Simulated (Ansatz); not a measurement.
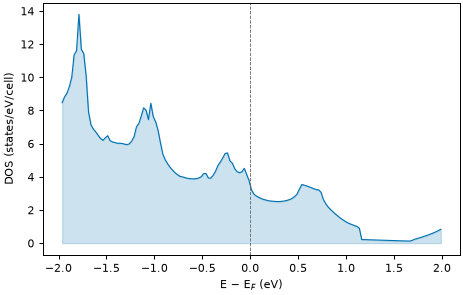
Figure: Density of states of ZrRh3 (Pm-3m) near the Fermi level, PBEsol, rigid bands run with Ansatz (a program for electronic structure).

**Question.** How far does the Fermi level move in a rigid band for 0.1 electron a cell added or removed?

**Answer.** 30 meV and -27 meV.

A metal at this level (no band gap); rigid bands, thermally averaged at 300 K, both spins. Spin-orbit coupling is left out. Geometry: cell and atoms relaxed with PBEsol.

Formula and space group known from diffraction (Crystallography Open Database), not checked to be the room-temperature form: ZrRh3 (Pm-3m).
